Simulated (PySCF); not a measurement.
**C₅H₆BCl₂O (doublet): density, localisation and related maps**

```yaml
atoms:
  - { symbol: Cl, position_ang: [3.1848, -0.9548, 0.4379] }
  - { symbol: B, position_ang: [1.7460, -0.3625, -0.3317] }
  - { symbol: Cl, position_ang: [1.8803, 0.9783, -1.4169] }
  - { symbol: C, position_ang: [0.1604, -0.0095, 1.1979] }
  - { symbol: C, position_ang: [0.3357, -0.9850, 0.0746] }
  - { symbol: C, position_ang: [-0.8443, -0.8785, -0.8982] }
  - { symbol: O, position_ang: [-1.1905, 0.4517, -1.2484] }
  - { symbol: C, position_ang: [-1.1456, 1.3606, -0.2665] }
  - { symbol: C, position_ang: [-0.5610, 1.1480, 0.9587] }
  - { symbol: H, position_ang: [0.6298, -0.2031, 2.1459] }
  - { symbol: H, position_ang: [0.4022, -2.0116, 0.4374] }
  - { symbol: H, position_ang: [-0.6264, -1.3840, -1.8415] }
  - { symbol: H, position_ang: [-1.7251, -1.3463, -0.4360] }
  - { symbol: H, position_ang: [-1.6141, 2.2903, -0.5479] }
  - { symbol: H, position_ang: [-0.6366, 1.9143, 1.7126] }
```

Geometry: GFN2-xTB.

Method: UKS B3LYP, pcH-1 on B C Cl H O, non-relativistic, mean-field spin-orbit, GIAO (PySCF).

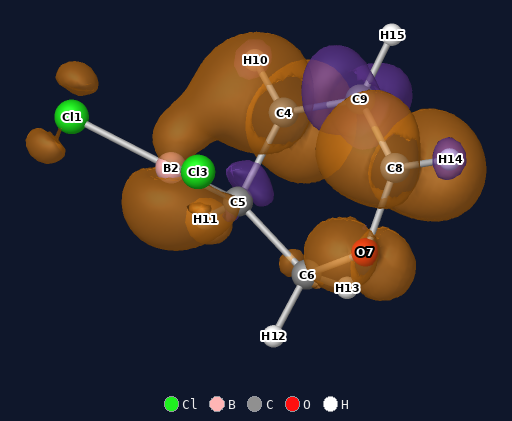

Figure 1. Isosurfaces of the spin density (α minus β) at +0.015 (orange) and −0.015 e/Å³ (purple), seen at a tilt.

Describe the spin distribution.

Answer. The unpaired spin (1 electron) lies mostly on C4 (about 0.3), C8 (about 0.3), O7 (about 0.1) and B2 (about 0.1), in electrons by Hirshfeld's partition.

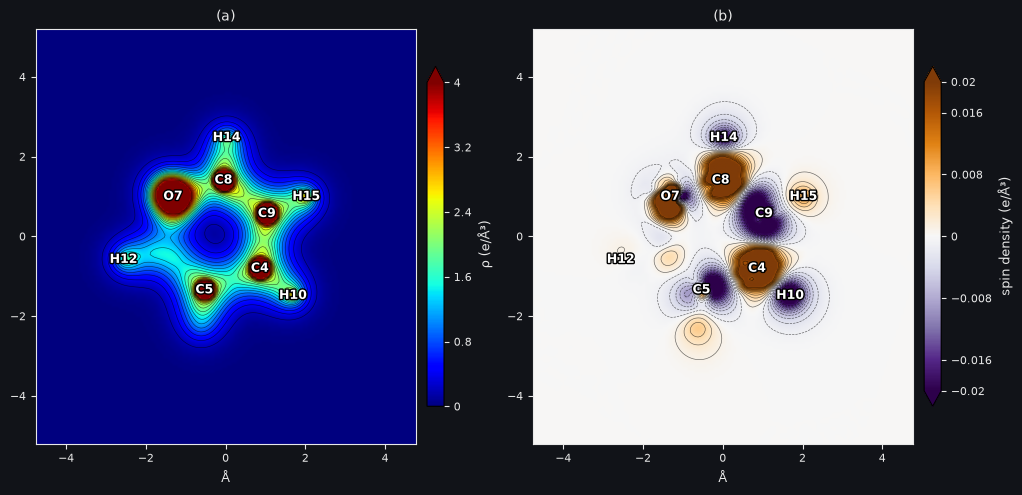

Figure 2. (a) electron density; (b) spin density on the plane of atoms C4, C9 and H15.

What do the fields say about this system?

Answer.
- The section cuts through C, O and H sites.
- C–O (1.34 Å): the density is about 2.4 e/Å³ at the midpoint.
- C–C (1.37 Å): ρ at the midpoint is about 2.2 e/Å³.
- C–H (1.08 Å): the density is about 2.1 e/Å³ at the midpoint.
- C–C (1.50 Å): ρ at the midpoint is about 1.7 e/Å³.

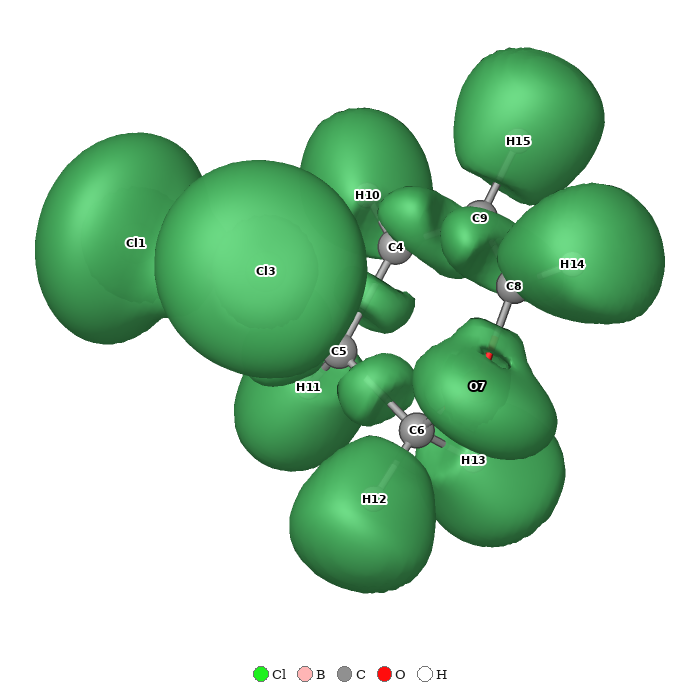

Figure 3. Isosurface of the ELF at 0.75 (green), seen at a tilt. Only the valence region is drawn (cores and ρ < 0.01 e/Å³ removed).

Identify the bonds, lone pairs and shells in this picture.

Answer. At this value the surface marks out one region between bonded B–C atoms (shared pairs), four regions between bonded C–C atoms (shared pairs), six regions around hydrogen nuclei, two regions on Cl in which the atom's valence shell and bonds are merged and one region on O in which the atom's valence shell and bonds are merged. Along the contacts the grid gives the following. C–O (1.34 Å): the ELF peaks at about 0.90 between the atoms; a shared but strongly polarised pair. C–C (1.37 Å): the ELF peaks at about 0.95 between the atoms; localised, covalent bonding.

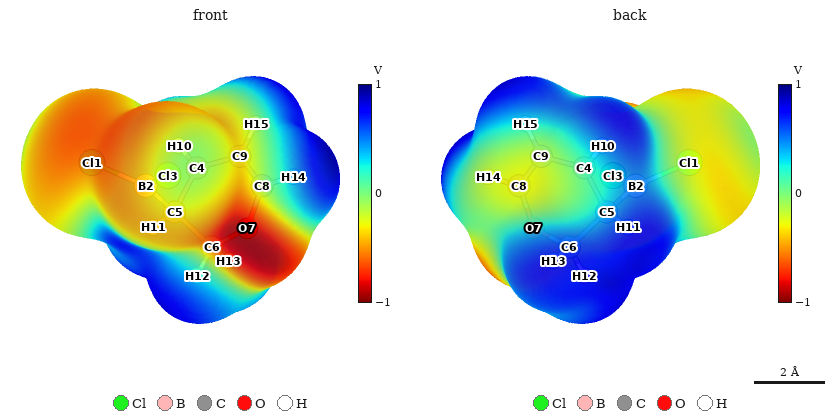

Figure 4. The molecular electrostatic potential painted on the density surface at 0.001 e/bohr³, seen from the front and from behind; the colour scale runs from red (negative) to blue (positive).

Where is the surface potential most negative and most positive?

Answer. The most negative region (about −0.9 V, or −21 kcal/mol for a unit charge) lies over O7, the most positive (about +0.9 V, or +21 kcal/mol for a unit charge) over H14.
